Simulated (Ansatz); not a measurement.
**CH$_{7}$BSi (SMILES CB[SiH3]): density, localisation and related maps**

Input file:

```
crystal:
  periodic: [false, false, false]
  atoms:
    - {symbol: C, position_ang: [-1.087858, 0.974956, -0.576913]}
    - {symbol: B, position_ang: [0.112022, 0.000328, -0.689947]}
    - {symbol: Si, position_ang: [1.014128, -0.883143, 0.884833]}
    - {symbol: H, position_ang: [-1.958392, 0.307457, -0.716175]}
    - {symbol: H, position_ang: [-1.157861, 1.712226, -1.379982]}
    - {symbol: H, position_ang: [-1.228599, 1.454133, 0.393409]}
    - {symbol: H, position_ang: [0.516787, -0.288162, -1.783731]}
    - {symbol: H, position_ang: [1.154229, -2.354129, 0.685516]}
    - {symbol: H, position_ang: [0.324945, -0.654189, 2.186687]}
    - {symbol: H, position_ang: [2.393701, -0.320777, 0.999304]}
basis:
  gaussian: {orbitals: def2-TZVPP}
hamiltonian: {xc: pbe0, dispersion: d4}
output: {orbitals: {seedname: orbitals}}
```

Launched as:

```sh
ansatz run in.yaml --threads 2 --pin off --events-out ev --progress --plain --max-ram 32768MiB --backend cpu
```

Geometry: PBE0-D4/def2-TZVP.

Theory: RKS PBE0-D4/def2-TZVPP (Ansatz 0.2.0).

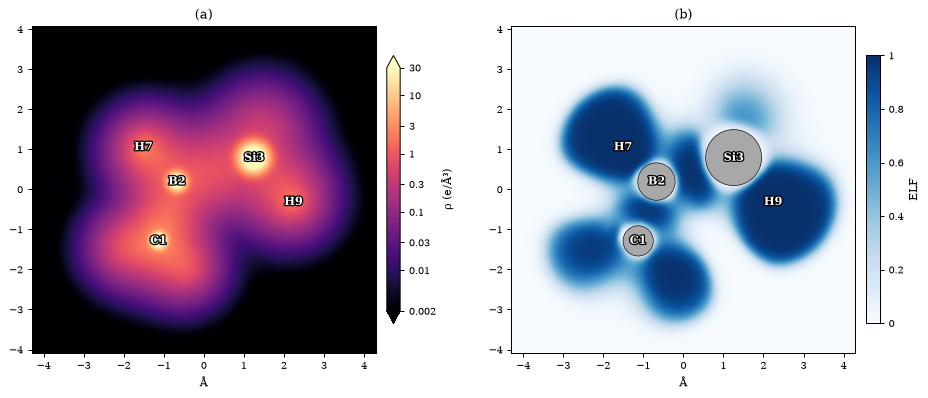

Figure 1. (a) electron density; (b) ELF on the plane of atoms C1, B2 and Si3. Grey discs cover the atomic cores in the ELF map.

### What do the fields say about this system?

The plane passes through C, B, Si and H nuclei.
C–B (1.55 Å): ρ is about 1.5 e/Å³ halfway; the ELF peaks at about 0.95 between the atoms: localised, covalent bonding.
Si–B (2.02 Å): the density is about 0.8 e/Å³ at the midpoint; the ELF peaks at about 1 between the atoms: a covalent bond.
B–H (1.20 Å): ρ at the midpoint is about 1.3 e/Å³; the ELF climbs to about 1 towards the hydrogen, as it does in any bond to H: a covalent bond by its length.
Si–H (1.49 Å): ρ at the midpoint is about 0.79 e/Å³; the ELF climbs to about 1 towards the hydrogen.

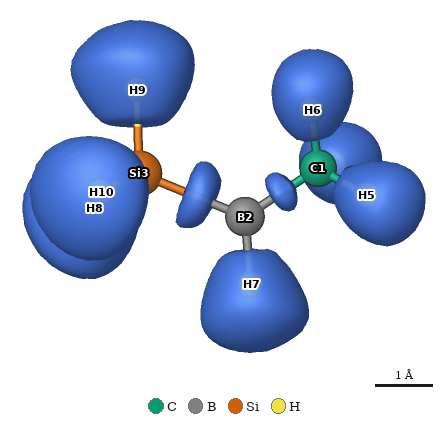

Figure 2. Isosurface of the electron localisation function at 0.9 (blue), seen across its widest extent. Core shells and regions of very low density are left out.

### Describe the localisation domains.

The surface consists of one region between bonded B–C atoms (shared pairs), one region between bonded B–Si atoms (shared pairs) and seven regions around hydrogen nuclei.

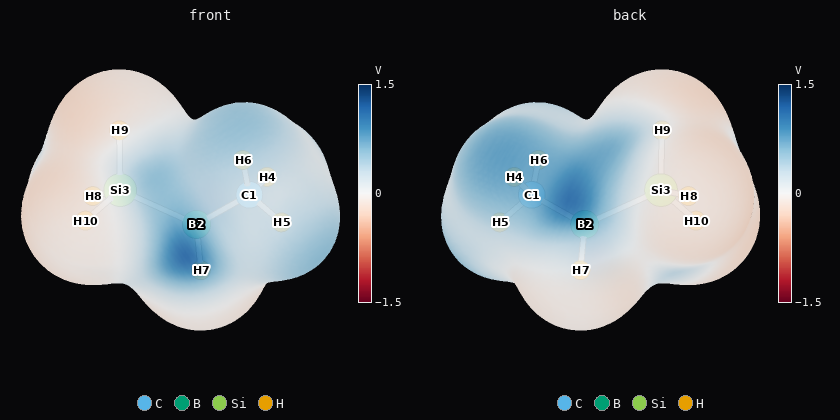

Figure 3. The molecular electrostatic potential painted on the density surface at 0.001 e/bohr³, seen from the front and from behind; the colour scale runs from red (negative) to blue (positive).

### Where is the surface potential most negative and most positive?

The most negative region (about −0.2 V) lies over H8, H9 and H10, the most positive (about +1.1 V) over B2.

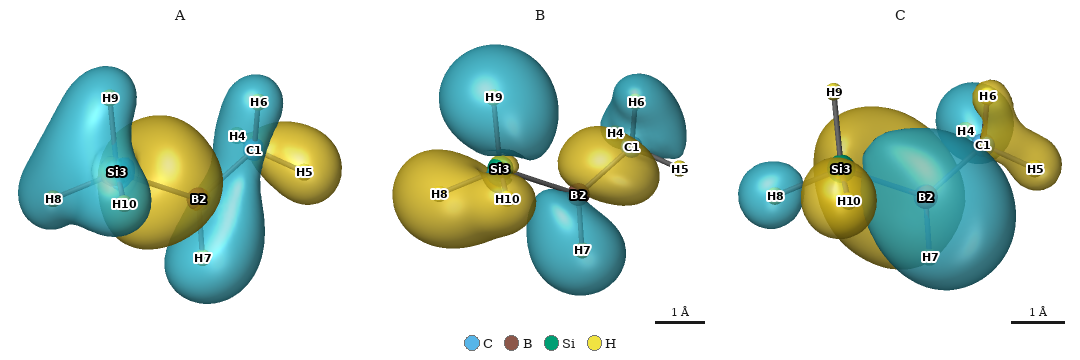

Figure 4. Three frontier orbitals at ±0.08 Å⁻³ᐟ² (yellow and cyan are the two phases), in no order.

### Order the three orbitals by energy and name them.

B is the HOMO−1 (−9.15 eV). By Hirshfeld shares it lies mainly on Si3 (about 25 %), H9 (about 20 %), B2 (about 15 %), C1 (about 15 %), H8 (about 10 %) and H7 (about 10 %). A is the HOMO (−7.92 eV). By Hirshfeld shares it lies mainly on Si3 (about 35 %), B2 (about 30 %), H7 (about 10 %) and C1 (about 10 %). C is the LUMO (−1.82 eV). Its weight (Hirshfeld) is mainly on B2 (about 55 %), Si3 (about 20 %), C1 (about 10 %) and H7 (about 5 %).

### What is the HOMO–LUMO gap?

6.10 eV between the orbital energies.
